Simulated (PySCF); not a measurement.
System: Li2.

```xyz
2

Li    0.0000    0.0000   -1.3700
Li    0.0000    0.0000    1.3700
```

Theory: PBE0/def2-TZVP, non-relativistic Hamiltonian with scalar-relativistic core potentials where named, at a bond length of 2.740 Å in PySCF 2.14.0.

Question: Predict the electron density and electron localisation function between the atoms.

Answer: Li–Li (2.74 Å): ρ is about 0.08 e/Å³ halfway; the ELF peaks at about 1 between the atoms.

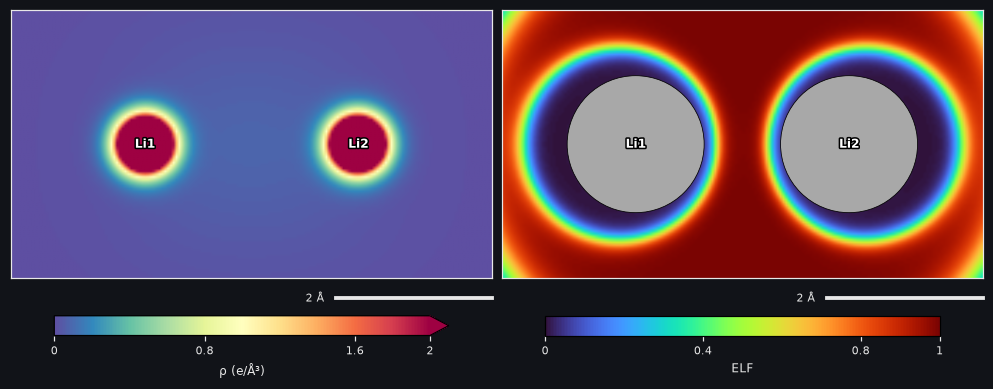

Computed electron density and electron localisation function on a plane that holds the molecular axis, in this order. Grey discs cover the atomic cores in the ELF map. 
